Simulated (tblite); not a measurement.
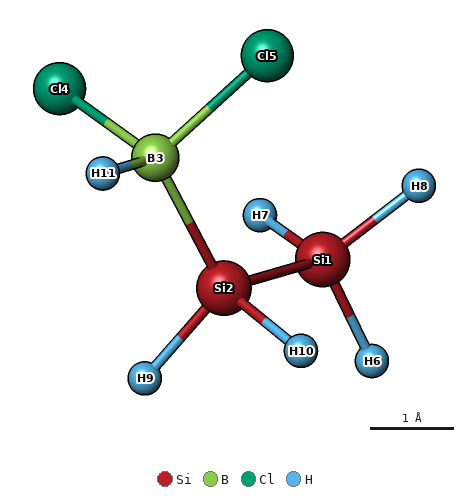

*The structure as given in the input (ball-and-stick view, seen at a tilt; atoms are numbered from 1 in the order of the input).*

Bond lengths as drawn: B–Cl 1.89 Å, B–H 1.19 Å, B–Si 1.98 Å, H–Si 1.47 to 1.49 Å and Si–Si 2.31 Å.

**Run report: BSi₂H₆Cl₂ (charge −1), frequency calculation**

BSi₂H₆Cl₂, charge −1, computed with GFN2-xTB harmonic vibrations, gas phase (tblite 0.8.0).

### Input
```
{"job": {"kind": "ir", "xc": "GFN2-xTB", "basis": "xTB"}, "charge": -1, "multiplicity": 1}
Si    -1.542301    -0.247782     0.113380
Si     0.454695     0.808293    -0.355162
B      2.124696    -0.185734     0.010973
Cl     2.100329    -1.806310    -0.955312
Cl     2.190483    -0.609569     1.846805
H     -2.739065     0.567676    -0.178893
H     -1.813064    -1.480652    -0.637436
H     -1.760379    -0.631652     1.514177
H      0.309606     1.270807    -1.764758
H      0.357150     2.120721     0.343083
H      3.153325     0.360336    -0.254230
```

The first line tells a small driver script what to run in tblite; the rest is the geometry in Å.

Run on 1 CPU thread, shared host.

Command:
```bash
OMP_NUM_THREADS=1 python <driver script> task.json out
```

### Output
```
mode    cm-1     km/mol
  1      23.4      0.07
  2      32.0      0.08
  3      66.4      0.67
  4     122.8      0.01
  5     195.7      6.14
  6     277.5      9.82
  7     357.3     50.10
  8     424.7      8.92
  9     425.4      7.86
 10     448.1      7.07
 11     488.9      2.63
 12     522.9     13.40
 13     623.7      0.45
 14     659.0    279.56
 15     711.9    279.75
 16     812.9    427.39
 17     855.0    133.60
 18     867.7    376.90
 19     869.7    122.23
 20    1009.0     97.17
 21    1018.6    164.14
 22    1994.9    587.18
 23    2017.6    324.90
 24    2110.4    523.52
 25    2186.4    441.29
 26    2201.8    157.92
 27    2408.4    167.69
ZPE 141.950  H(298)-E 169.254  G(298)-E 50.162 kJ/mol  S 399.43 J/(mol K)
```

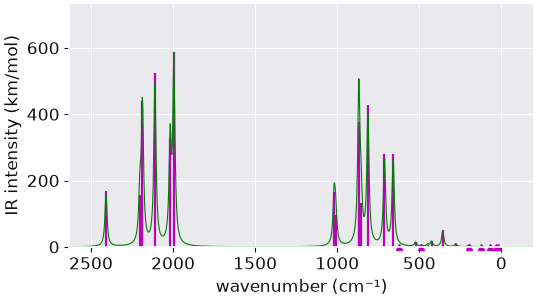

*Harmonic infrared spectrum, unscaled: sticks (degenerate modes added up, dark ones marked on the axis) with a Lorentzian envelope of 16 cm⁻¹ full width, scaled to the tallest stick.*

27 modes from 23 to 2408 cm⁻¹, none imaginary. The strongest line is at 1995 cm⁻¹ (587 km/mol).

### Results in brief

- outcome: converged
- total energy: −466.8111 eV
- zero-point energy: 33.9270 kcal/mol
- peak memory: 0.43 GiB
